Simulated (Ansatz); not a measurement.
Molecular dynamics, with input and output: C₂H₆AlBr (part 3 of 3)

The same run, continued: C₂H₆AlBr, SMILES [CH3][Al]([CH3])[Br]; RKS r2SCAN-d4/6-31G* (Ansatz 0.2.0). The geometry comes from this level: PBE0-D4/def2-TZVP.

Geometry of the input (Å):
```
C  -1.1770  0.0313  -1.2793
Al -0.0575  -0.5877  0.1831
C  1.2538  0.5065  1.1095
Br -0.2971  -2.7478  0.8567
H  -0.5621  0.3938  -2.1097
H  -1.7975  0.8751  -0.9597
H  -1.8369  -0.7497  -1.6609
H  0.7846  1.4036  1.5266
H  1.7469  -0.0295  1.9223
H  2.0256  0.8532  0.4142
```

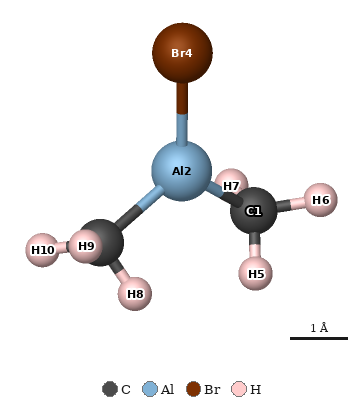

Figure 1. The geometry at step 41 of the log (ball-and-stick view, seen at a tilt; atoms are numbered from 1 in the order of the input).

Trajectory as extended XYZ, continued:
```
10
Properties=species:S:1:pos:R:3:forces:R:3 step=30 time_fs=30.0 energy=-78805.26373 temperature=656.6
C    -1.1769    0.2062   -1.2902   -0.7840   0.6409  -1.2577
Al   -0.1033   -0.5680    0.0533    1.7938  -1.0621   2.2023
C     1.2901    0.5033    1.1340   -0.0099  -0.6440  -1.8527
Br   -0.2890   -2.7898    0.9021   -0.1309   0.8425  -0.5414
H    -0.7459    1.2418   -1.4971   -1.3526  -0.4036   1.1908
H    -2.2838    0.0394   -0.9070    1.9298   1.1012  -1.1664
H    -1.0535   -0.1020   -2.3519   -0.5290  -0.9300   0.6107
H     0.8450    1.4901    1.0301   -0.1032   0.6070   0.7093
H     1.5886    0.2266    2.1827   -0.2305   0.2831  -1.1933
H     2.1605    0.6069    0.3894   -0.5834  -0.4350   1.2984
10
Properties=species:S:1:pos:R:3:forces:R:3 step=31 time_fs=31.0 energy=-78805.34722 temperature=732.8
C    -1.1811    0.2110   -1.2919   -0.8082   0.6353  -0.8662
Al   -0.1055   -0.5709    0.0497    1.8439  -1.0851   2.2982
C     1.2991    0.5018    1.1377   -0.5480  -0.3576  -2.3176
Br   -0.2886   -2.7897    0.9030   -0.1489   0.8130  -0.5485
H    -0.7705    1.2548   -1.4484   -1.2388  -0.3408   0.9550
H    -2.2932    0.0432   -0.9477    1.8830   0.9821  -1.0367
H    -1.0159   -0.0954   -2.3395   -0.5098  -0.8699   0.3193
H     0.8041    1.4717    0.9984    0.1501   0.4101   0.7871
H     1.5916    0.2557    2.1755   -0.1887   0.1383  -0.6433
H     2.1708    0.6046    0.4150   -0.4347  -0.3254   1.0527
10
Properties=species:S:1:pos:R:3:forces:R:3 step=33 time_fs=33.0 energy=-78805.55935 temperature=928.3
C    -1.1913    0.2220   -1.2971    0.1406   0.3862  -0.2579
Al   -0.1080   -0.5780    0.0449    1.8007  -1.0627   2.3781
C     1.3151    0.4980    1.1392   -2.3932   0.2627  -2.9194
Br   -0.2880   -2.7892    0.9044   -0.1711   0.7463  -0.5531
H    -0.8530    1.2727   -1.3265   -0.6771   0.0873   0.2821
H    -2.2627    0.0768   -1.0561    0.3593   0.4039  -0.3826
H    -0.9546   -0.1060   -2.3083   -0.2969  -0.5135  -0.2196
H     0.7296    1.4438    0.9583    0.7996  -0.1094   0.8520
H     1.5931    0.3161    2.1503   -0.0604  -0.2291   0.8724
H     2.1823    0.5924    0.4918    0.4985   0.0283  -0.0520
10
Properties=species:S:1:pos:R:3:forces:R:3 step=34 time_fs=34.0 energy=-78805.54061 temperature=913.2
C    -1.1965    0.2280   -1.3000    1.2441   0.2765  -0.1275
Al   -0.1082   -0.5820    0.0437    1.7051  -1.0214   2.3615
C     1.3206    0.4964    1.1365   -3.1498   0.2865  -2.6609
Br   -0.2878   -2.7888    0.9051   -0.1741   0.7099  -0.5506
H    -0.9056    1.2818   -1.2598   -0.3179   0.2778  -0.0717
H    -2.2374    0.1010   -1.1176   -1.0958  -0.0223   0.0064
H    -0.9289   -0.1197   -2.2948   -0.1602  -0.2064  -0.3307
H     0.7023    1.4294    0.9504    1.0301  -0.1790   0.7925
H     1.5927    0.3438    2.1466   -0.1116  -0.3338   1.2154
H     2.1926    0.5857    0.5325    1.0302   0.2121  -0.6343
10
Properties=species:S:1:pos:R:3:forces:R:3 step=35 time_fs=35.0 energy=-78805.47049 temperature=851.7
C    -1.2007    0.2342   -1.3031    2.2051   0.2352   0.0326
Al   -0.1078   -0.5865    0.0434    1.5672  -0.9678   2.3094
C     1.3236    0.4950    1.1317   -3.2680   0.1161  -2.0352
Br   -0.2875   -2.7883    0.9056   -0.1718   0.6717  -0.5450
H    -0.9612    1.2935   -1.1938    0.0180   0.2998  -0.4034
H    -2.2226    0.1251   -1.1791   -2.3399  -0.4122   0.2361
H    -0.9046   -0.1354   -2.2844   -0.0443   0.1584  -0.3201
H     0.6849    1.4133    0.9501    1.1255  -0.0650   0.6641
H     1.5913    0.3684    2.1546   -0.2830  -0.3724   0.9717
H     2.2127    0.5811    0.5671    1.1912   0.3362  -0.9103
10
Properties=species:S:1:pos:R:3:forces:R:3 step=36 time_fs=36.0 energy=-78805.43694 temperature=817.7
C    -1.2031    0.2407   -1.3062    2.1079   0.2274   0.3174
Al   -0.1069   -0.5913    0.0440    1.4035  -0.9059   2.2276
C     1.3240    0.4937    1.1252   -2.5948  -0.1620  -1.3159
Br   -0.2873   -2.7878    0.9061   -0.1656   0.6320  -0.5361
H    -1.0166    1.3081   -1.1317    0.2990   0.1196  -0.7113
H    -2.2302    0.1452   -1.2383   -2.4257  -0.6431   0.2507
H    -0.8808   -0.1496   -2.2771    0.0351   0.5312  -0.2363
H     0.6783    1.3965    0.9562    1.0631   0.2240   0.4802
H     1.5871    0.3893    2.1719   -0.5003  -0.3961   0.3131
H     2.2442    0.5797    0.5929    0.7777   0.3730  -0.7894
10
Properties=species:S:1:pos:R:3:forces:R:3 step=37 time_fs=37.0 energy=-78805.41838 temperature=793.7
C    -1.2038    0.2473   -1.3090    0.8514   0.2258   0.5997
Al   -0.1055   -0.5964    0.0453    1.2309  -0.8323   2.1213
C     1.3222    0.4922    1.1177   -1.4242  -0.4788  -0.7001
Br   -0.2871   -2.7871    0.9066   -0.1566   0.5915  -0.5237
H    -1.0691    1.3238   -1.0764    0.5205  -0.1873  -0.9894
H    -2.2610    0.1591   -1.2952   -1.2594  -0.7122   0.2196
H    -0.8567   -0.1587   -2.2720    0.0733   0.8618  -0.1328
H     0.6818    1.3819    0.9669    0.8560   0.6412   0.2649
H     1.5781    0.4065    2.1922   -0.6654  -0.4451  -0.4148
H     2.2832    0.5819    0.6113   -0.0265   0.3354  -0.4446
10
Properties=species:S:1:pos:R:3:forces:R:3 step=38 time_fs=38.0 energy=-78805.33223 temperature=712.5
C    -1.2039    0.2541   -1.3113   -0.6929   0.2112   0.7466
Al   -0.1036   -0.6018    0.0474    1.0587  -0.7359   1.9914
C     1.3193    0.4904    1.1096   -0.2539  -0.7553  -0.2454
Br   -0.2869   -2.7864    0.9069   -0.1459   0.5505  -0.5074
H    -1.1167    1.3378   -1.0305    0.6889  -0.4923  -1.2136
H    -2.3039    0.1662   -1.3499    0.2668  -0.6976   0.2879
H    -0.8318   -0.1596   -2.2682    0.0753   1.1154  -0.0447
H     0.6935    1.3734    0.9801    0.5757   1.0746   0.0512
H     1.5628    0.4194    2.2085   -0.7270  -0.5248  -0.9581
H     2.3219    0.5873    0.6254   -0.8457   0.2541  -0.1079
10
Properties=species:S:1:pos:R:3:forces:R:3 step=40 time_fs=40.0 energy=-78805.14718 temperature=544.4
C    -1.2065    0.2681   -1.3141   -2.4109  -0.0429   0.7121
Al   -0.0988   -0.6133    0.0536    0.7244  -0.4332   1.6503
C     1.3136    0.4848    1.0931    0.7547  -0.6331   0.0860
Br   -0.2866   -2.7848    0.9075   -0.1222   0.4654  -0.4613
H    -1.1908    1.3497   -0.9750    0.8804  -0.6941  -1.3688
H    -2.3707    0.1609   -1.4496    2.0814  -0.5951   0.5898
H    -0.7801   -0.1277   -2.2614    0.0382   1.3341   0.0285
H     0.7313    1.3899    1.0063    0.2725   1.2768  -0.2508
H     1.5117    0.4292    2.2112   -0.5632  -0.7191  -1.1599
H     2.3696    0.6044    0.6524   -1.6552   0.0412   0.1740
10
Properties=species:S:1:pos:R:3:forces:R:3 step=41 time_fs=41.0 energy=-78805.21542 temperature=608.4
C    -1.2105    0.2751   -1.3147   -2.4992  -0.3564   0.5987
Al   -0.0960   -0.6194    0.0577    0.5622  -0.2229   1.4315
C     1.3116    0.4812    1.0849    0.4433  -0.0925  -0.0514
Br   -0.2864   -2.7839    0.9077   -0.1106   0.4199  -0.4308
H    -1.2156    1.3457   -0.9668    0.8956  -0.4945  -1.2518
H    -2.3774    0.1494   -1.4918    2.2633  -0.5362   0.7074
H    -0.7536   -0.0929   -2.2576    0.0305   1.3005   0.0207
H     0.7545    1.4167    1.0163    0.3441   0.8526  -0.3258
H     1.4775    0.4243    2.1956   -0.3942  -0.8032  -0.8168
H     2.3708    0.6140    0.6681   -1.5348  -0.0673   0.1185
10
Properties=species:S:1:pos:R:3:forces:R:3 step=42 time_fs=42.0 energy=-78805.37998 temperature=762.0
C    -1.2165    0.2819   -1.3147   -2.1288  -0.7925   0.4369
Al   -0.0929   -0.6255    0.0622    0.4046   0.0167   1.1766
C     1.3099    0.4775    1.0767   -0.2601   0.6004  -0.3302
Br   -0.2863   -2.7830    0.9079   -0.1003   0.3719  -0.3956
H    -1.2318    1.3371   -0.9705    0.8450  -0.0920  -0.9984
H    -2.3623    0.1328   -1.5272    2.0258  -0.4894   0.7540
H    -0.7268   -0.0457   -2.2537    0.0323   1.1844   0.0097
H     0.7809    1.4518    1.0233    0.4496   0.2234  -0.3636
H     1.4395    0.4117    2.1722   -0.2140  -0.8633  -0.2442
H     2.3573    0.6231    0.6850   -1.0541  -0.1595  -0.0452
10
Properties=species:S:1:pos:R:3:forces:R:3 step=43 time_fs=43.0 energy=-78805.55346 temperature=924.6
C    -1.2243    0.2880   -1.3144   -1.2445  -1.2565   0.2698
Al   -0.0898   -0.6316    0.0672    0.2543   0.2729   0.8872
C     1.3080    0.4743    1.0682   -1.1820   1.2277  -0.6152
Br   -0.2862   -2.7820    0.9079   -0.0918   0.3215  -0.3566
H    -1.2400    1.3275   -0.9839    0.7201   0.4375  -0.6400
H    -2.3279    0.1115   -1.5553    1.3363  -0.4836   0.6867
H    -0.6998    0.0129   -2.2497    0.0281   0.9968   0.0232
H     0.8117    1.4890    1.0268    0.4804  -0.4039  -0.3678
H     1.3994    0.3908    2.1465   -0.0584  -0.8897   0.4025
H     2.3337    0.6306    0.7014   -0.2424  -0.2227  -0.2898
10
Properties=species:S:1:pos:R:3:forces:R:3 step=44 time_fs=44.0 energy=-78805.65524 temperature=1021.7
C    -1.2330    0.2931   -1.3139    0.2113  -1.5237   0.1969
Al   -0.0865   -0.6376    0.0725    0.1150   0.5311   0.5714
C     1.3051    0.4720    1.0592   -2.0994   1.6438  -0.7096
Br   -0.2861   -2.7810    0.9080   -0.0857   0.2695  -0.3153
H    -1.2412    1.3221   -1.0033    0.5169   0.9112  -0.2518
H    -2.2807    0.0855   -1.5769    0.1619  -0.5643   0.4535
H    -0.6724    0.0810   -2.2454   -0.0058   0.7451   0.0809
H     0.8470    1.5223    1.0267    0.3937  -0.8832  -0.3373
H     1.3588    0.3614    2.1246    0.0538  -0.8638   0.8576
H     2.3078    0.6359    0.7150    0.7383  -0.2657  -0.5463
10
Properties=species:S:1:pos:R:3:forces:R:3 step=45 time_fs=45.0 energy=-78805.66903 temperature=1039.0
C    -1.2415    0.2970   -1.3132    2.0370  -1.3335   0.2970
Al   -0.0832   -0.6435    0.0780   -0.0106   0.7772   0.2440
C     1.3006    0.4711    1.0497   -2.6622   1.8033  -0.4960
Br   -0.2860   -2.7799    0.9080   -0.0819   0.2164  -0.2735
H    -1.2375    1.3254   -1.0252    0.2373   1.0865   0.0739
H    -2.2319    0.0542   -1.5942   -1.2830  -0.7480   0.0595
H    -0.6451    0.1563   -2.2404   -0.0860   0.4339   0.1806
H     0.8862    1.5471    1.0234    0.1999  -1.1455  -0.2745
H     1.3187    0.3237    2.1109    0.1390  -0.7496   0.8781
H     2.2889    0.6387    0.7234    1.5106  -0.3407  -0.6891
10
Properties=species:S:1:pos:R:3:forces:R:3 step=47 time_fs=47.0 energy=-78805.67605 temperature=1044.9
C    -1.2526    0.3020   -1.3110    3.7632  -0.0852   0.3628
Al   -0.0766   -0.6542    0.0892   -0.2237   1.1981  -0.3789
C     1.2852    0.4735    1.0297   -1.6519   1.3689   0.3314
Br   -0.2858   -2.7778    0.9080   -0.0797   0.1080  -0.1949
H    -1.2265    1.3610   -1.0647   -0.4647   0.3000   0.4311
H    -2.1808   -0.0313   -1.6305   -2.0723  -0.7069  -0.3557
H    -0.5941    0.3158   -2.2241   -0.3421  -0.3161   0.3750
H     0.9676    1.5638    1.0099   -0.3705  -0.9243  -0.0863
H     1.2434    0.2290    2.1048    0.3487  -0.1828  -0.1629
H     2.2960    0.6330    0.7212    1.0930  -0.7596  -0.3217
10
Properties=species:S:1:pos:R:3:forces:R:3 step=48 time_fs=48.0 energy=-78805.65592 temperature=1020.1
C    -1.2537    0.3042   -1.3095    2.9791   0.1900   0.0007
Al   -0.0735   -0.6590    0.0946   -0.3202   1.3690  -0.6530
C     1.2752    0.4765    1.0199   -0.4550   0.7306   0.6104
Br   -0.2857   -2.7767    0.9079   -0.0799   0.0535  -0.1605
H    -1.2260    1.3856   -1.0789   -0.7891  -0.3009   0.5387
H    -2.1860   -0.0852   -1.6536   -0.8806  -0.1111  -0.0547
H    -0.5729    0.3929   -2.2109   -0.4544  -0.6973   0.3947
H     1.0044    1.5577    1.0013   -0.6631  -0.4432   0.0169
H     1.2102    0.1775    2.1023    0.4667   0.1933  -0.7110
H     2.3178    0.6204    0.7142    0.1963  -0.9839   0.0176
10
Properties=species:S:1:pos:R:3:forces:R:3 step=49 time_fs=49.0 energy=-78805.52221 temperature=894.9
C    -1.2524    0.3065   -1.3079    1.9523   0.1793  -0.3826
Al   -0.0704   -0.6632    0.0998   -0.4191   1.5162  -0.8997
C     1.2648    0.4801    1.0107    0.6522  -0.1379   0.7375
Br   -0.2857   -2.7755    0.9078   -0.0797  -0.0003  -0.1294
H    -1.2330    1.4074   -1.0880   -1.0332  -0.7810   0.6392
H    -2.1996   -0.1401   -1.6771    0.4178   0.6134   0.3324
H    -0.5560    0.4633   -2.1940   -0.5123  -1.0312   0.3381
H     1.0349    1.5474    0.9930   -0.8956   0.1917   0.1121
H     1.1815    0.1278    2.0931    0.5589   0.5423  -1.0304
H     2.3416    0.5983    0.7072   -0.6413  -1.0925   0.2829
10
Properties=species:S:1:pos:R:3:forces:R:3 step=50 time_fs=50.0 energy=-78805.33327 temperature=720.4
C    -1.2495    0.3090   -1.3067    1.1645   0.0493  -0.5886
Al   -0.0675   -0.6670    0.1046   -0.5245   1.6422  -1.1210
C     1.2549    0.4836    1.0020    1.4411  -0.9991   0.7186
Br   -0.2856   -2.7744    0.9077   -0.0782  -0.0532  -0.1010
H    -1.2499    1.4218   -1.0909   -1.1787  -1.0691   0.7310
H    -2.2092   -0.1891   -1.6975    1.3047   1.1924   0.6076
H    -0.5441    0.5238   -2.1739   -0.4950  -1.2798   0.2087
H     1.0569    1.5389    0.9857   -1.0176   0.7666   0.1916
H     1.1581    0.0833    2.0740    0.6056   0.8108  -1.0733
H     2.3592    0.5659    0.7030   -1.2217  -1.0603   0.4264
```

Summary:

| quantity | value |
| --- | --- |
| outcome | finished |
| mean temperature over the second half | 850 K |
| trajectory | 50 steps, 50 fs |
| ensemble | nve |
| temperature in the input | 1500 K |
| time step | 1 fs |
| potential energy (last step) | −78805.3333 eV |
| mean-field energy (last step) | −78805.2877 eV |
| dispersion energy (last step) | −0.0456 eV |
| SCF solution under orbital rotations (last step) | stable |
| largest force (length of the vector) (last step) | 2.056 eV/Å |
| dipole moment (last step) | 1.95 D |
| wall time | 1.8 min (CPU time 6.7 min) |
| peak memory | 0.43 GiB |

So short a trajectory is not equilibrated.
